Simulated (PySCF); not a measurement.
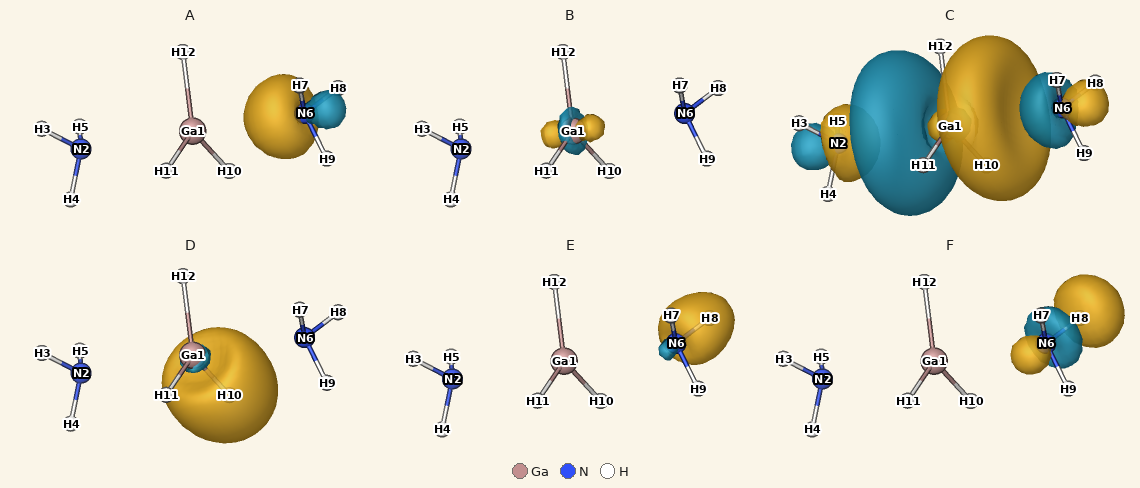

Ga(NH3)2H3 (GaH9N2). Intrinsic bond orbitals (IBO), occupied and valence-virtual; each surface holds about 70 % of the orbital's density. Energies are diagonal elements of the Fock matrix.

Level of theory: TPSS/def2-SVPD (PySCF), at a geometry from GFN2-xTB. No frequency check shows the geometry to be a minimum. GFN2-xTB bond lengths at metals and heavier atoms can be off by up to 0.1 Å and shapes distorted, which carries into these values.

What does each orbital represent in a Lewis picture?

Answer. By panel:
- A: pair mostly on N6, directed at Ga1 (a polar σ bond or a donated lone pair) (N6 90 %, Ga1 9 %; −8.4 eV)
- B: d orbital on Ga1 (Ga1 100 %; −17.7 eV)
- C: σ* orbital Ga1–N2, mostly on Ga1 (Ga1 83 %, N2 8 %, N6 8 %; 2.7 eV)
- D: σ bond H10–Ga1 (H10 58 %, Ga1 41 %; −7.4 eV)
- E: σ bond N6–H8 (N6 63 %, H8 36 %; −15.3 eV)
- F: σ* orbital H8–N6, mostly on H8 (H8 63 %, N6 37 %; 7.1 eV)

How do all the valence pairs divide up?

Answer. 16 pairs: 9 σ bonds, 5 d pairs and 2 strongly polarised pairs.
